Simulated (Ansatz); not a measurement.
Bands of a (4,4) AlN nanotube, along its axis.

These are PBE (plane waves to 420 eV, PAW; Ansatz, an electronic-structure program) values and carry that method's errors. Mesh 1×1×10. No spin polarisation. Isolated but for its images some 11 Å away. A hypothetical model, rolled from the flat sheet. Symmetry and one short period hold its shape; lower forms weren't sought.

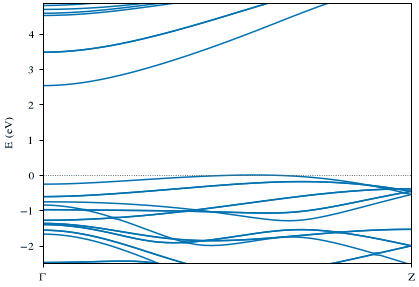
*Bands from the zone centre to the zone edge (period 3.15 Å); the dotted line marks the highest filled level*

**Question.** Is it a metal or a semiconductor at this level? Give what the bands show.

**Answer.** A semiconductor in PBE.
| Property | Value |
|---|---|
| PBE gap | 2.53 eV, indirect, from k = 0.281 × 2π/c to Γ |
